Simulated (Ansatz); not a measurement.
**Geometry relaxation, with input and output: BH2ClOF2 (part 2 of 2)**

BH2ClOF2; RKS B3LYP-D4/6-31G* (Ansatz 0.2.0). The input holds or restrains some coordinates. Forces given for the steps count only the free coordinates. It belongs to a series of runs on one base structure; here: pulled along the bonds that form and break, towards end A.

Geometry of the input (Å):
```
B  -0.5747  0.4735  0.0066
O  1.0883  0.0700  -0.3437
F  -1.3263  0.1977  -1.0334
F  -0.6738  1.6215  0.6162
H  0.9294  -0.8270  0.5435
Cl -0.5528  -1.1770  1.4154
H  1.1100  -0.3586  -1.2048
```

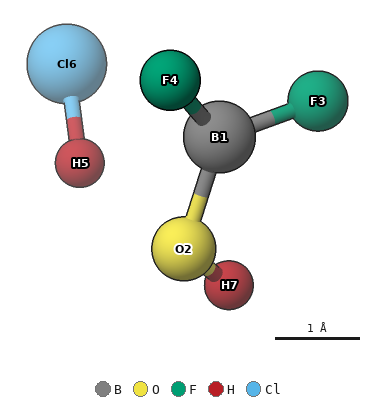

The geometry at step 5 of the log (ball-and-stick view, seen at a tilt; atoms are numbered from 1 in the order of the input).

```
  distance B 0 - Cl 5 = 3.1660 Å
  distance H 4 - O 1 = 2.2658 Å
  distance B 0 - O 1 = 1.4295 Å
  distance H 4 - Cl 5 = 1.3120 Å
824 factors; integrals over basis functions are off by at most 6.0e-4 eV
mean field -20716.65977777 eV, -761.3232045766 hartree, gradient 2.7e-5 eV, S^2 0.000000; 1 other end points of the search recorded, 0 dependent functions left out
the calculation of the forces begins
reference -20716.65996537 eV, -761.3232114710 hartree; 25, 25 occupied and 58, 58 virtual orbitals, 824 factors
Total energy: -20716.83970489 eV, -761.3298167764 hartree
Atom 0 at    -0.402226     0.750224    -0.388033 Å, force     2.055259    -0.543351    -0.404001 eV/Å
Atom 1 at     0.940919     0.293022    -0.562682 Å, force    -2.108820     0.612287     0.358568 eV/Å
Atom 2 at    -1.350486     0.432301    -1.257617 Å, force     0.061048    -0.012975     0.070959 eV/Å
Atom 3 at    -0.663731     1.546866     0.626732 Å, force     0.023927    -0.062638    -0.065490 eV/Å
Atom 4 at     0.785455    -1.081637     1.231771 Å, force    -0.455757    -0.186060     0.145428 eV/Å
Atom 5 at    -0.311266    -1.644697     1.680660 Å, force     0.459218     0.125880    -0.097501 eV/Å
Atom 6 at     1.001435    -0.295978    -1.331032 Å, force    -0.034875     0.066857    -0.007962 eV/Å
Dipole moment:     0.294335    -0.082052    -0.396277 e Å
```

Trajectory as extended XYZ (Å, eV, eV/Å), 9 frames, from step=1 to step=9:
```
7
Properties=species:S:1:pos:R:3:forces:R:3 step=1 energy=-20715.53698
B    -0.5747    0.4735    0.0066    1.7751  -1.1994   0.1136
O     1.0883    0.0700   -0.3437   -1.8604  -0.8441   2.8045
F    -1.3263    0.1977   -1.0334   -0.2466  -0.3276  -0.4284
F    -0.6738    1.6215    0.6162    0.1530   0.3793   0.4471
H     0.9294   -0.8270    0.5435    0.0158   1.7025  -1.8033
Cl   -0.5528   -1.1770    1.4154    0.1805   0.6992  -0.5807
H     1.1100   -0.3586   -1.2048   -0.0172  -0.4100  -0.5529
7
Properties=species:S:1:pos:R:3:forces:R:3 step=2 energy=-20715.38501
B    -0.5107    0.5833   -0.1153    3.3643  -0.6614  -1.2520
O     1.0583    0.1742   -0.4139   -2.8610   0.2416   1.8567
F    -1.3401    0.2015   -1.0511   -0.3521  -0.2079  -0.0639
F    -0.6788    1.6426    0.6186    0.0218   0.0113   0.3514
H     0.8395   -0.9343    0.6791   -1.6812   0.3063   0.4735
Cl   -0.4775   -1.3081    1.5000    1.7221   0.4044  -0.9753
H     1.1093   -0.3592   -1.2176   -0.2140  -0.0943  -0.3904
7
Properties=species:S:1:pos:R:3:forces:R:3 step=3 energy=-20716.11490
B    -0.4468    0.6888   -0.2376    3.8174  -0.8063  -1.1954
O     1.0286    0.2866   -0.4923   -3.2241   0.7142   0.9272
F    -1.3479    0.1962   -1.0508   -0.3236  -0.0058  -0.0331
F    -0.6799    1.6404    0.6255    0.0568  -0.0979  -0.0044
H     0.7591   -1.0493    0.8145   -1.9592  -0.3472   1.2323
Cl   -0.4176   -1.4045    1.5611    1.9573   0.2284  -0.9622
H     1.1046   -0.3582   -1.2207   -0.3246   0.3146   0.0355
7
Properties=species:S:1:pos:R:3:forces:R:3 step=4 energy=-20716.70457
B    -0.3779    0.7949   -0.3719    1.8169  -1.3335   0.2467
O     0.9875    0.3971   -0.5762   -2.0287   0.8950   0.5479
F    -1.3497    0.1941   -1.0512    0.1791   0.4396  -0.0863
F    -0.6650    1.6288    0.6164    0.2516  -0.0234  -0.6977
H     0.6825   -1.1643    0.9487   -0.1656   0.0421   0.2008
Cl   -0.3618   -1.5179    1.6388    0.1837  -0.1790   0.0323
H     1.0844   -0.3327   -1.2048   -0.2370   0.1591  -0.2436
7
Properties=species:S:1:pos:R:3:forces:R:3 step=5 energy=-20716.69765
B    -0.3824    0.7145   -0.3097    1.6118   0.9167  -1.6979
O     0.9840    0.4179   -0.5923   -1.9588  -0.3178   0.8100
F    -1.3511    0.2805   -1.1185    0.2585  -0.3496   0.5248
F    -0.6521    1.7060    0.5238    0.1558  -0.6017   0.2000
H     0.6497   -1.1591    1.0186   -0.4413  -0.2553   0.4517
Cl   -0.3235   -1.6771    1.7443    0.5465   0.2675  -0.4188
H     1.0756   -0.2826   -1.2664   -0.1725   0.3402   0.1302
7
Properties=species:S:1:pos:R:3:forces:R:3 step=6 energy=-20716.70514 accepted=F
B    -0.3767    0.7899   -0.4128    1.1575  -0.7261   0.8703
O     0.9782    0.3388   -0.5662   -2.5268   1.4436   0.7516
F    -1.3873    0.2898   -1.1417    0.8834   0.5052   0.2181
F    -0.6584    1.6351    0.5971    0.4303  -0.6657  -1.2172
H     0.7827   -1.1645    1.1593   -1.2901  -0.4277   0.5415
Cl   -0.3784   -1.6279    1.6692    1.2940   0.3904  -0.4782
H     1.0400   -0.2611   -1.3050    0.0519  -0.5197  -0.6861
7
Properties=species:S:1:pos:R:3:forces:R:3 step=7 energy=-20716.79177
B    -0.3802    0.7539   -0.3729    1.5189  -0.0538  -0.0047
O     0.9841    0.3619   -0.5675   -2.3383   0.5849   0.4993
F    -1.3648    0.2900   -1.1458    0.5271   0.1555   0.2721
F    -0.6586    1.6399    0.5874    0.2893  -0.6516  -0.6935
H     0.7168   -1.1629    1.0842   -0.7205  -0.2501   0.4528
Cl   -0.3536   -1.6228    1.7200    0.7637   0.2311  -0.4001
H     1.0564   -0.2599   -1.3056   -0.0403  -0.0159  -0.1258
7
Properties=species:S:1:pos:R:3:forces:R:3 step=8 energy=-20716.82686
B    -0.3940    0.7547   -0.3801    1.6839  -0.3050  -0.2863
O     0.9584    0.3284   -0.5585   -2.1654   0.5720   0.4108
F    -1.3607    0.3660   -1.2105    0.3544   0.0637   0.2377
F    -0.6672    1.6020    0.6012    0.1596  -0.3392  -0.3504
H     0.7655   -1.1456    1.1528   -0.5740  -0.1834   0.2807
Cl   -0.3302   -1.6264    1.7054    0.5895   0.1529  -0.2293
H     1.0282   -0.2790   -1.3104   -0.0480   0.0391  -0.0632
7
Properties=species:S:1:pos:R:3:forces:R:3 step=9 energy=-20716.83952
B    -0.4022    0.7502   -0.3880    2.0553  -0.5434  -0.4040
O     0.9409    0.2930   -0.5627   -2.1088   0.6123   0.3586
F    -1.3505    0.4323   -1.2576    0.0610  -0.0130   0.0710
F    -0.6637    1.5469    0.6267    0.0239  -0.0626  -0.0655
H     0.7855   -1.0816    1.2318   -0.4558  -0.1861   0.1454
Cl   -0.3113   -1.6447    1.6807    0.4592   0.1259  -0.0975
H     1.0014   -0.2960   -1.3310   -0.0349   0.0669  -0.0080
```

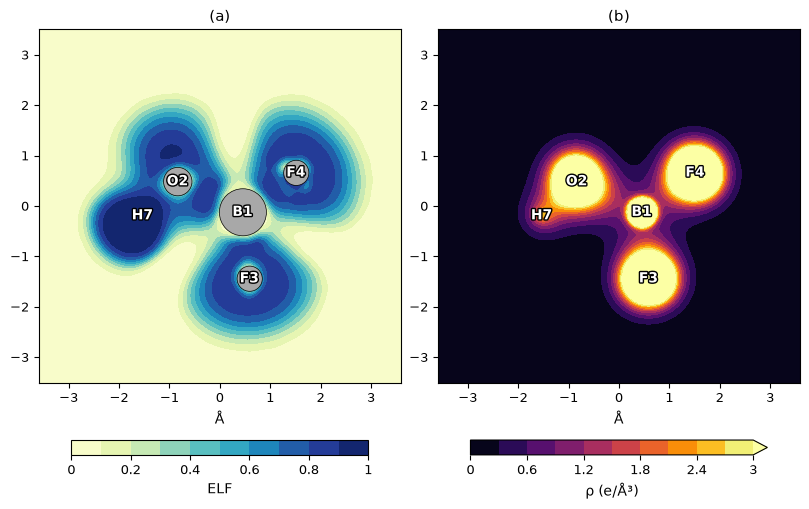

(a) electron localisation function; (b) total electron density on the plane of atoms F3, B1 and F4. Grey discs, where drawn, cover atomic cores. Atoms in the plane: B, O, F and H. B–F (1.32 Å): ρ is about 2.2 e/Å³ halfway; the ELF peaks at about 0.85 between the atoms, which marks a shared but strongly polarised pair.

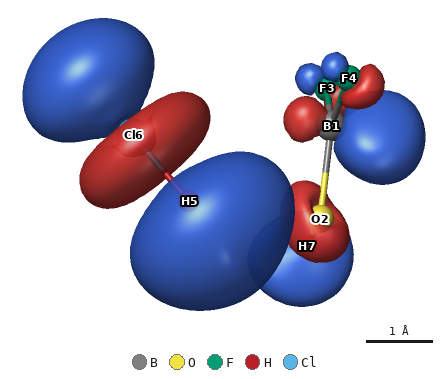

One frontier orbital at ±0.1 Å⁻³ᐟ² (blue and red are the two phases), seen at a tilt. The LUMO, at 0.33 eV. By Hirshfeld shares it lies mainly on Cl6 (40 %) and H5 (35 %).

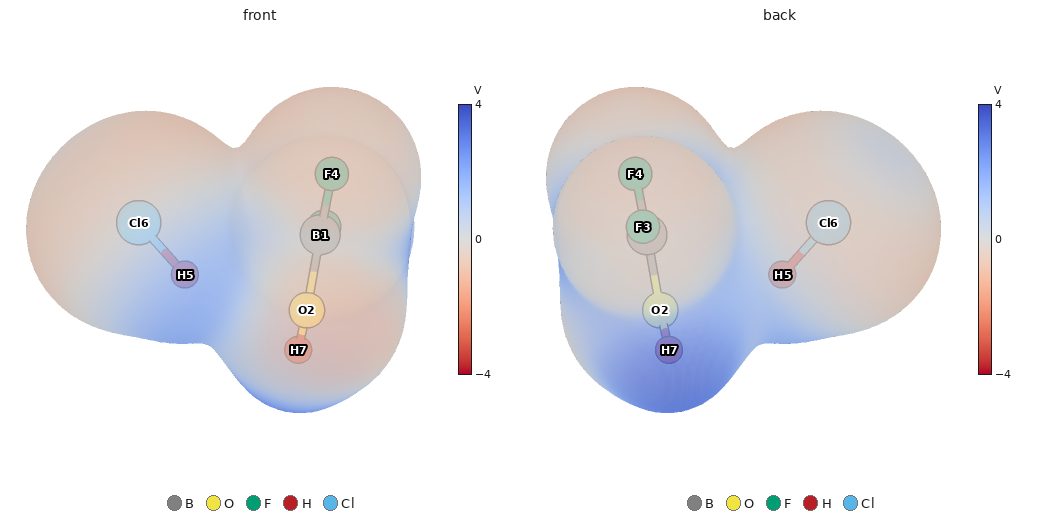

The electrostatic potential painted on the density surface at 0.002 e/bohr³, seen at a tilt and from behind; the colour scale runs from red (negative) to blue (positive).

Summary:

```json
{"quantity": "outcome", "value": "converged under the restraints of the input"}
{"quantity": "total energy", "value": "−20716.8397 eV"}
{"quantity": "mean-field energy", "value": "−20716.6600 eV"}
{"quantity": "largest force (length of the vector) at the end, held atoms and coordinates included", "value": "2.225 eV/Å"}
{"quantity": "hardware", "value": "2 threads of AMD EPYC (Zen 3), 16 GiB of memory available, shared host"}
{"quantity": "wall time", "value": "14 s (CPU time 26 s)"}
{"quantity": "peak memory", "value": "0.18 GiB"}
```
